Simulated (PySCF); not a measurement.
## Electronic structure of C4H12N2OSi2 in real space

```yaml
atoms:
  - { symbol: C, position_ang: [1.5600, 1.3628, -2.4961] }
  - { symbol: C, position_ang: [1.3777, 1.2416, -1.1829] }
  - { symbol: C, position_ang: [1.7383, 2.3186, -0.2867] }
  - { symbol: N, position_ang: [1.4751, 2.1989, 0.9422] }
  - { symbol: Si, position_ang: [0.6452, -0.2747, -0.3253] }
  - { symbol: O, position_ang: [0.2597, -1.2334, -1.6023] }
  - { symbol: Si, position_ang: [-1.1901, 0.1838, 0.9830] }
  - { symbol: N, position_ang: [-2.1538, -1.2594, 0.9332] }
  - { symbol: C, position_ang: [-1.6528, -2.5609, 1.3091] }
  - { symbol: H, position_ang: [1.2881, 0.5651, -3.1648] }
  - { symbol: H, position_ang: [1.9782, 2.2527, -2.9473] }
  - { symbol: H, position_ang: [2.2292, 3.1959, -0.7356] }
  - { symbol: H, position_ang: [1.7455, 2.9821, 1.5327] }
  - { symbol: H, position_ang: [1.7708, -0.9414, 0.3601] }
  - { symbol: H, position_ang: [-0.4220, -1.8939, -1.5215] }
  - { symbol: H, position_ang: [-0.8354, 0.6108, 2.3465] }
  - { symbol: H, position_ang: [-2.1552, 1.1678, 0.4691] }
  - { symbol: H, position_ang: [-3.1287, -1.1713, 1.1809] }
  - { symbol: H, position_ang: [-1.7104, -2.7406, 2.3888] }
  - { symbol: H, position_ang: [-0.6075, -2.6411, 1.0138] }
  - { symbol: H, position_ang: [-2.2208, -3.3465, 0.8027] }
```

Geometry: GFN2-xTB.

Theory: PBE0/pcSseg-1, SCF density, gas phase, non-relativistic (PySCF 2.14.0).

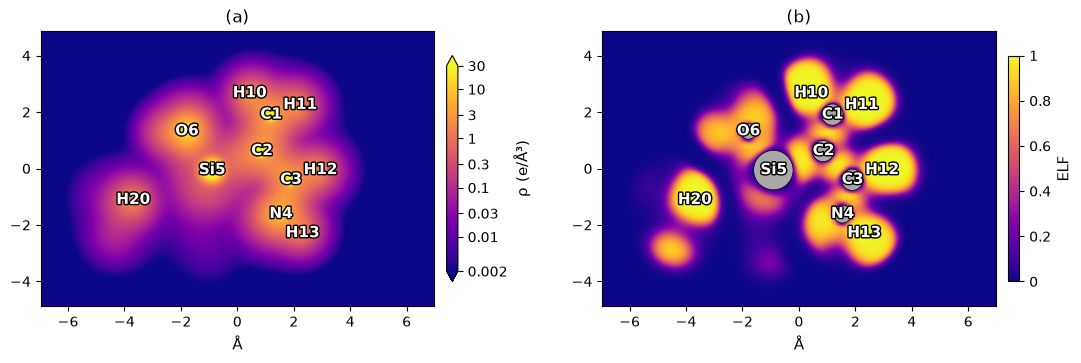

Figure 1. (a) total electron density; (b) electron localisation function on the plane of atoms C1, C2 and Si5. Grey discs cover the atomic cores in the ELF map.

**Read the bonding off the picture.**

The plane passes through C, N, Si, O and H nuclei. C–N (1.26 Å): ρ at the midpoint is about 2.8 e/Å³; the ELF peaks at about 0.90 between the atoms: a short, multiple covalent bond. C–C (1.33 Å): ρ at the midpoint is about 2.3 e/Å³; the ELF peaks at about 0.95 between the atoms: a multiple bond. Si–O (1.64 Å): ρ is about 1.1 e/Å³ halfway; the ELF peaks at about 0.85 between the atoms; a polar covalent bond. C–Si (1.89 Å): the density is about 0.93 e/Å³ at the midpoint; the ELF peaks at about 1 between the atoms; a covalent bond. The ELF also peaks beside O6, away from the bonds: lone-pair regions.

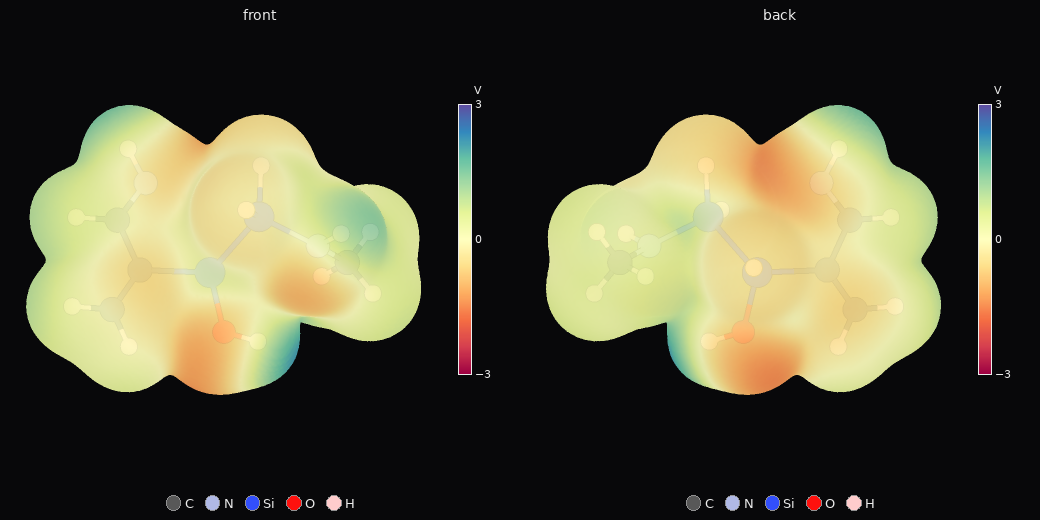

Figure 2. The molecular electrostatic potential painted on the density surface at 0.002 e/bohr³, seen from the front and from behind; red is negative and blue positive.

**Which sites attract a positive test charge, and which a negative one?**

A positive charge is drawn to the negative regions and a negative charge to the positive ones. The most negative region (about −1.5 V, or −35 kcal/mol for a unit charge) lies over N4 and O6, the most positive (about +2.1 V, or +48 kcal/mol for a unit charge) over H15.

**What dipole moment does the calculation give?**

Its dipole moment is 0.72 D.
